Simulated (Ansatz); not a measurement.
**CCSDTQ/STO-3G run of AlH2Cl (SMILES [H][Al]([H])[Cl])**

What is the vertical ionisation energy of AlH2Cl at CCSDTQ/STO-3G? 

The results are computed with Ansatz 0.2.0.

57 further runs of the same task are left out: 2 that didn't finish, 55 set aside as unsound or not needed.

### 1 The system as given

The species is AlH2Cl (4 atoms), meant as a singlet with charge 0. SMILES: `[H][Al]([H])[Cl]`. Geometry: a GFN2-xTB relaxation, a rough one for these elements and not checked as a minimum.

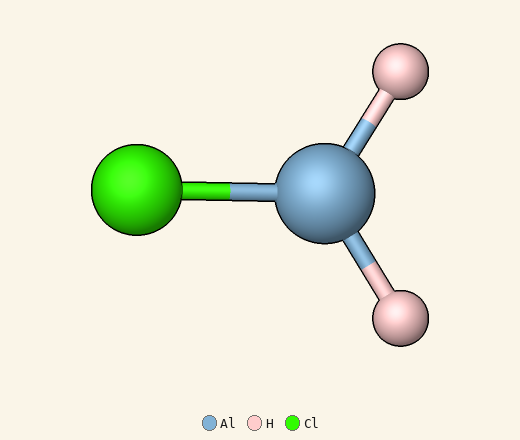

The structure, seen from a chosen angle (aluminium light blue, hydrogen pink, chlorine green).

### 2 A single-point energy at CCSDTQ/STO-3G

Contents of run.yaml:

```yaml
crystal:
  periodic: [false, false, false]
  atoms:
    - {symbol: Al, position_ang: [0.049780, 0.082930, -0.002200]}
    - {symbol: H, position_ang: [1.587020, 0.109500, 0.013310]}
    - {symbol: H, position_ang: [-0.651090, 1.451440, -0.019500]}
    - {symbol: Cl, position_ang: [-0.985710, -1.643880, 0.008400]}
basis:
  gaussian: {orbitals: STO-3G}
correlation: {method: ccsdtq, frozen_orbitals: {Al: 5, Cl: 5, H: 0}}
accuracy: high
scf: {omitted_lower_state_checks: [cluster_reference, increment]}
```

Launch:

```sh
$ ansatz run run.yaml --threads 1 --pin off --max-ram 2610MiB --events-out events.jsonl --progress --plain --runs-dir runs
```

Output, cut to the lines that bear on the results:

```text
Warning: RAYON_NUM_THREADS=1 ignored (pool sized by the plan → 1); use --threads N
Functional definition: HF
  name "HF"
[...]
339 factors; integrals over basis functions are off by at most 7.2e-9 eV
[...]
mean field -18907.30403310 eV, -694.8306073856 hartree, gradient 5.4e-8 eV, S^2 0.000000; 0 other end points of the search recorded, 0 dependent functions left out
10 core orbitals not correlated: weight in the atoms' cores, before any rotation towards them, 0.999 or more for the frozen orbitals, at most 0.000 for the correlated occupied ones
reference -18907.30403310 eV, -694.8306073856 hartree; 6, 6 occupied and 4, 4 virtual orbitals, 339 factors
second order -0.87857080 eV of doubles, -0.00000000 eV of singles
cycle   1  -1.11175358 eV  change   -2.3e-1 eV  update   4.8e-2
[...]
cycle  21  -1.27296289 eV  change   1.9e-10 eV  update  9.8e-10
Total energy: -18908.57699599 eV, -694.8773879088 hartree
Checks for a lower state left out: cluster_reference, increment
```

Run time: 1.6 s. Hardware: 1 thread of Arm Neoverse V1, shared host.

### 3 The doublet cation

Contents of job.yaml:

```yaml
crystal:
  periodic: [false, false, false]
  atoms:
    - {symbol: Al, position_ang: [0.049780, 0.082930, -0.002200]}
    - {symbol: H, position_ang: [1.587020, 0.109500, 0.013310]}
    - {symbol: H, position_ang: [-0.651090, 1.451440, -0.019500]}
    - {symbol: Cl, position_ang: [-0.985710, -1.643880, 0.008400]}
basis:
  gaussian: {orbitals: STO-3G}
total_charge: 1
magnetization: {spin_polarized: true, initial_magnetization: 1}
correlation: {method: ccsdtq, frozen_orbitals: {Al: 5, Cl: 5, H: 0}}
accuracy: high
scf: {omitted_lower_state_checks: [cluster_reference, increment]}
```

Launch:

```sh
$ ansatz run job.yaml --threads 1 --pin off --max-ram 2610MiB --events-out events.jsonl --progress --plain --runs-dir runs
```

Output, cut to the lines that bear on the results:

```text
Warning: RAYON_NUM_THREADS=1 ignored (pool sized by the plan → 1); use --threads N
[... 2 set-up lines as earlier in the session ...]
[...]
339 factors; integrals over basis functions are off by at most 7.2e-9 eV
[...]
mean field -18898.21343397 eV, -694.4965340292 hartree, gradient 8.6e-9 eV, S^2 0.770009; 15 other end points of the search recorded, 0 dependent functions left out
10 core orbitals not correlated: weight in the atoms' cores, before any rotation towards them, 0.999 or more for the frozen orbitals, at most 0.000 for the correlated occupied ones
reference -18898.21343397 eV, -694.4965340292 hartree; 6, 5 occupied and 4, 5 virtual orbitals, 339 factors
second order -1.01039753 eV of doubles, -0.00000000 eV of singles
cycle   1  -1.28416480 eV  change   -3.5e-1 eV  update   6.5e-2
[...]
cycle  29  -1.75216793 eV  change   3.5e-11 eV  update  6.6e-10
WARN: these amplitudes may be one of several solutions (largest doubles amplitude 0.11, level shift 1.78 eV)
Total energy: -18899.96560190 eV, -694.5609250128 hartree
Checks for a lower state left out: cluster_reference, increment
```

Run time: 17 s. Hardware: 1 thread of Arm Neoverse V1, shared host; peak memory 0.17 GiB.

### 4 What came out

At CCSDTQ/STO-3G, 10 core orbitals frozen:

| quantity | value |
| --- | --- |
| singlet AlH2Cl: total energy | -694.87739 Eh |
| singlet AlH2Cl: correlation energy (10 core orbitals frozen) | -46.8 mEh |
| singlet AlH2Cl: T1 diagnostic | 0.007 |
| doublet cation: total energy | -694.56093 Eh |
| doublet cation: correlation energy (10 core orbitals frozen) | -64.4 mEh |
| doublet cation: ⟨S²⟩ of the reference determinant | 0.770 |
| doublet cation: T1 diagnostic | 0.059 |
| vertical ionisation energy (to the doublet cation) | 8.611 eV |

What this shows: Removing an electron at fixed nuclei costs 8.61 eV (199 kcal/mol). In a minimal basis such a difference can be off by several eV, whatever the method.
